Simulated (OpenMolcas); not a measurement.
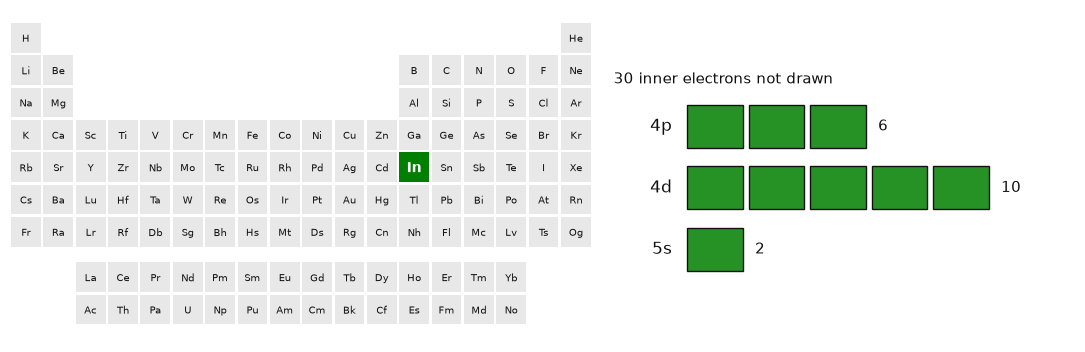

Left, the place of indium in the periodic table; right, the outer shells of the leading configuration of the lowest level: a box for each of the 2l + 1 orbitals, shaded by the share of the shell that is filled, with the electron count at the right.

Multiconfigurational calculation for In⁺ (part 1 of 2)

In⁺. Computed at this level: state-averaged RASSCF, active space 2 electrons in the shells 5s 5p 5d; RAS3 5d with at most 2 electrons, basis ANO-RCC-VQZP, DKH2 scalar Hamiltonian, spin-orbit coupling by RASSI with atomic mean-field integrals (OpenMolcas).

**The input**
```
&GATEWAY
Coord
1

In 0.0 0.0 0.0
Basis=ANO-RCC-VQZP
Group=XYZ
NoMove
AngMom=0.0 0.0 0.0
AMFI
&SEWARD
&RASSCF
FileOrb=start.orb
Symmetry=1
Spin=3
nActEl=2 0 0
Inactive=14 9
Ras2=1 3
CIRoot=3 3 1
SDav=3
CIMx=300
Iter=120 100
PrWF=0.3
OrbListing=Nothing
MaxOrb=0
Atom
>>> COPY $Project.JobIph JOBPRE
&RASSCF
FileOrb=start.orb
Symmetry=1
Spin=3
nActEl=2 0 2
Inactive=14 9
Ras2=1 3
Ras3=5 0
CIRoot=3 3 1
SDav=18
CIMx=300
Iter=120 100
PrWF=0.3
OrbListing=Nothing
MaxOrb=0
Thrs=2.0e-7 1.0e-1 5.0e-4
Atom
>>> COPY $Project.JobIph JOB001
&RASSCF
FileOrb=start.orb
Symmetry=1
Spin=1
nActEl=2 0 2
Inactive=14 9
Ras2=1 3
Ras3=5 0
CIRoot=7 7 1
SDav=27
CIMx=300
Iter=120 100
PrWF=0.3
OrbListing=Nothing
MaxOrb=0
Thrs=2.0e-7 1.0e-1 5.0e-4
Atom
>>> COPY $Project.JobIph JOB002
&RASSCF
FileOrb=start.orb
Symmetry=2
Spin=3
nActEl=2 0 2
Inactive=14 9
Ras2=1 3
Ras3=5 0
CIRoot=3 3 1
SDav=18
CIMx=300
Iter=120 100
PrWF=0.3
OrbListing=Nothing
MaxOrb=0
Thrs=2.0e-7 1.0e-1 5.0e-4
Atom
>>> COPY $Project.JobIph JOB003
&RASSCF
FileOrb=start.orb
Symmetry=2
Spin=1
nActEl=2 0 2
Inactive=14 9
Ras2=1 3
Ras3=5 0
CIRoot=3 3 1
SDav=18
CIMx=300
Iter=120 100
PrWF=0.3
OrbListing=Nothing
MaxOrb=0
Thrs=2.0e-7 1.0e-1 5.0e-4
Atom
>>> COPY $Project.JobIph JOB004
&RASSI
NrOfJobIphs=4 3 7 3 3
1 2 3
1 2 3 4 5 6 7
1 2 3
1 2 3
IphNames
JOB001
JOB002
JOB003
JOB004
EJob
SpinOrbit
DIPRint=1.0
SOCoupling=1000.0
Subsets=2
MEES
Property=10
'ANGMOM' 1 'ANGMOM' 2 'ANGMOM' 3 'MLTPL  1' 1 'MLTPL  1' 2 'MLTPL  1' 3
'AMFI' 1 'AMFI' 2 'AMFI' 3 'MLTPL  2' 6
SOProperty=3
'ANGMOM' 1 'ANGMOM' 2 'ANGMOM' 3
```

The file start.orb holds starting orbitals from an earlier step. A driver script formed the levels outside the program, from RASSI's spin-orbit matrix and the active-space energies, averaged over the components of each term or state.

**The program's output (extracts)**
```
--- SEWARD ---
Basis set label: IN.ANO-RCC...8S7P5D3F2G.

      Electronic valence basis set:
      ------------------
      Associated Effective Charge  49.000000 au
      Associated Actual Charge     49.000000 au
      Nuclear Model: Point charge

      Shell  nPrim  nBasis  Cartesian Spherical Contaminant
         s      22       8        X
         p      19       7        X
         d      13       5                 X
         f       5       3                 X
         g       3       2                 X
                  Relativistic Douglas-Kroll-Hess integrals:
                    - DKH order of Hamiltonian: 2
                    - DKH order of Properties : 0
                  Atomic mean-field integrals
--- RASSCF ---
Wave function specifications:
      -----------------------------

      Number of closed shell electrons          46
      Number of electrons in active shells       2
      Max number of holes in RAS1 space          0
      Max nr of electrons in RAS3 space          2
      Number of inactive orbitals               23
      Number of active orbitals                  9
      Number of secondary orbitals              61
      Spin quantum number                      1.0
      State symmetry                             1
Orbital specifications:
      -----------------------

      Symmetry species                           1   2
                                                ag  au
      Frozen orbitals                            0   0
      Inactive orbitals                         14   9
      Active orbitals                            6   3
      RAS1 orbitals                              0   0
      RAS2 orbitals                              1   3
      RAS3 orbitals                              5   0
      Secondary orbitals                        31  30
      Deleted orbitals                           0   0
      Number of basis functions                 51  42
      Number of CSFs                            18
      Number of root(s) required                 3
      Iter CI   SX   CI       RASSCF       Energy    max ROT     max BLB   max BLB  Level Ln srch  Step   QN
          iter iter root      energy       change     param      element    value   shift minimum  type update
 Nr of preliminary CI iterations:   1
 ###############################################################################
 ###############################################################################
 ###                                                                         ###
 ###                                                                         ###
 ###    WARNING: Problems in orbital optimization.                           ###
 ###                                                                         ###
 ###                                                                         ###
 ###############################################################################
 ###############################################################################
  Warning: In symmetry  1, orbital p=  15 has diagonal density matrix element D(p,p) close to zero. D(p,p)=  9.258061E-22
      Total energies have been shifted. Add                -5000.00 au
        ...
 ###############################################################################
 ###############################################################################
  Warning: In symmetry  1, orbital p=  15 has diagonal density matrix element D(p,p) close to zero. D(p,p)=  9.150385E-22
        4   1    5    0  -876.46873326   -6.79E-10   1.02E-05   10  13 2 -4.12E-06   0.50   0.00    SX    NO
      Convergence after  4 iterations
        5   1    5    0  -876.46873326   -2.12E-10   1.02E-05   10  13 2 -2.53E-06   0.50   0.00    SX    NO
      Natural orbitals and occupation numbers for root  1
      sym 1:  -0.000000   0.001511  -0.000000   0.001511   0.006046   0.006046
      sym 2:   0.992443   0.992443  -0.000000
      Natural orbitals and occupation numbers for root  2
      sym 1:   0.000000   0.006046  -0.000000   0.001511   0.001511   0.006046
      sym 2:   0.992443   0.000000   0.992443
      Natural orbitals and occupation numbers for root  3
      sym 1:   0.000000   0.001511   0.006046   0.006046   0.001511  -0.000000
      sym 2:   0.000000   0.992443   0.992443
::    RASSCF root number  1 Total energy:  -5876.46873326
::    RASSCF root number  2 Total energy:  -5876.46873326
::    RASSCF root number  3 Total energy:  -5876.46873326
--- RASSCF ---
Wave function specifications:
      -----------------------------

      Number of closed shell electrons          46
      Number of electrons in active shells       2
      Max number of holes in RAS1 space          0
      Max nr of electrons in RAS3 space          2
      Number of inactive orbitals               23
      Number of active orbitals                  9
      Number of secondary orbitals              61
      Spin quantum number                      0.0
      State symmetry                             1
Orbital specifications:
      -----------------------

      Symmetry species                           1   2
                                                ag  au
      Frozen orbitals                            0   0
      Inactive orbitals                         14   9
      Active orbitals                            6   3
      RAS1 orbitals                              0   0
      RAS2 orbitals                              1   3
      RAS3 orbitals                              5   0
      Secondary orbitals                        31  30
      Deleted orbitals                           0   0
      Number of basis functions                 51  42
      Number of CSFs                            27
      Number of root(s) required                 7
      Iter CI   SX   CI       RASSCF       Energy    max ROT     max BLB   max BLB  Level Ln srch  Step   QN
          iter iter root      energy       change     param      element    value   shift minimum  type update
 Nr of preliminary CI iterations:   1
      Total energies have been shifted. Add                -5000.00 au
        1   1   14    0  -876.53176631    0.00E+00   1.01E-01*  15  21 1  8.74E-03*  0.00   0.00    SX    NO
        2   1   14    0  -876.53797660   -6.21E-03*  3.83E-02   15  22 1 -7.75E-03*  0.00   0.00    SX    NO
        3   1   14    0  -876.53822309   -2.46E-04*  3.56E-02   15  21 1  5.00E-03*  0.00   0.00    SX    NO
        4   1   12    0  -876.53828626   -6.32E-05*  2.99E-02   15  21 1 -4.29E-03*  0.00   0.00    SX    NO
        5   1   13    0  -876.53832164   -3.54E-05*  1.32E-02   15  21 1  3.77E-03*  0.00   0.54    LS   YES
        6   1   11    0  -876.53840954   -8.79E-05*  6.24E-04   13  27 1 -4.75E-04   0.00   1.04    QN   YES
        7   1   10    0  -876.53840980   -2.64E-07*  8.65E-05   13  27 1  3.35E-04   0.00   0.70    QN   YES
        8   1    8    0  -876.53840988   -8.32E-08   3.43E-05   15  21 1 -9.25E-06   0.00   0.99    QN   YES
      Convergence after  8 iterations
        9   1    8    0  -876.53840988   -5.18E-10   3.43E-05   14  20 1  1.37E-06   0.00   0.99    QN   YES
      Natural orbitals and occupation numbers for root  1
      sym 1:   1.913401   0.000111   0.000111   0.000111   0.000111   0.000111
      sym 2:   0.028681   0.028681   0.028681
      Natural orbitals and occupation numbers for root  2
      sym 1:   0.359598   0.000157   0.000629   0.000629   0.000157   0.390301
      sym 2:   0.832353   0.208447   0.207729
      Natural orbitals and occupation numbers for root  3
      sym 1:   0.375208   0.000471   0.000472   0.000000   0.375320   0.000000
      sym 2:   0.625140   0.623389   0.000001
::    RASSCF root number  1 Total energy:  -5876.91074707
::    RASSCF root number  2 Total energy:  -5876.49695773
::    RASSCF root number  3 Total energy:  -5876.49695773
::    RASSCF root number  4 Total energy:  -5876.49695773
::    RASSCF root number  5 Total energy:  -5876.49695773
::    RASSCF root number  6 Total energy:  -5876.49695773
::    RASSCF root number  7 Total energy:  -5876.37333347
--- RASSCF ---
Wave function specifications:
      -----------------------------

      Number of closed shell electrons          46
      Number of electrons in active shells       2
      Max number of holes in RAS1 space          0
      Max nr of electrons in RAS3 space          2
      Number of inactive orbitals               23
      Number of active orbitals                  9
      Number of secondary orbitals              61
      Spin quantum number                      1.0
      State symmetry                             2
Orbital specifications:
      -----------------------

      Symmetry species                           1   2
                                                ag  au
      Frozen orbitals                            0   0
      Inactive orbitals                         14   9
      Active orbitals                            6   3
      RAS1 orbitals                              0   0
      RAS2 orbitals                              1   3
      RAS3 orbitals                              5   0
      Secondary orbitals                        31  30
      Deleted orbitals                           0   0
      Number of basis functions                 51  42
      Number of CSFs                            18
      Number of root(s) required                 3
      Iter CI   SX   CI       RASSCF       Energy    max ROT     max BLB   max BLB  Level Ln srch  Step   QN
          iter iter root      energy       change     param      element    value   shift minimum  type update
 Nr of preliminary CI iterations:   1
      Total energies have been shifted. Add                -5000.00 au
        1   1    6    0  -876.73746041    0.00E+00   1.33E-05   14  25 1 -3.97E-06   0.00   0.00    SX    NO
        2   1    5    0  -876.73746041   -6.64E-11   4.44E-06   14  25 1  2.22E-06   0.00   0.00    SX    NO
        3   1    4    0  -876.73746041    9.09E-13   1.17E-06   14  25 1 -1.41E-06   0.00   0.00    SX    NO
        4   1    3    0  -876.73746041    2.73E-12   1.94E-07   14  25 1  8.25E-07   0.00   0.00    SX    NO
      Convergence after  4 iterations
        5   1    3    0  -876.73746041   -4.55E-12   1.94E-07   14  25 1 -5.15E-07   0.00   0.00    SX    NO
      Natural orbitals and occupation numbers for root  1
      sym 1:   0.996055   0.001973  -0.000000   0.000000   0.001973  -0.000000
      sym 2:   0.996055   0.001973   0.001973
      Natural orbitals and occupation numbers for root  2
      sym 1:   0.996055   0.000000  -0.000000   0.001973   0.001973   0.000000
      sym 2:   0.001973   0.996055   0.001973
      Natural orbitals and occupation numbers for root  3
      sym 1:   0.996055   0.001973   0.000000   0.001973   0.000000   0.000000
      sym 2:   0.001973   0.001973   0.996055
::    RASSCF root number  1 Total energy:  -5876.73746041
::    RASSCF root number  2 Total energy:  -5876.73746041
::    RASSCF root number  3 Total energy:  -5876.73746041
```

(Continued in part 2.) Outcome of the run: converged.
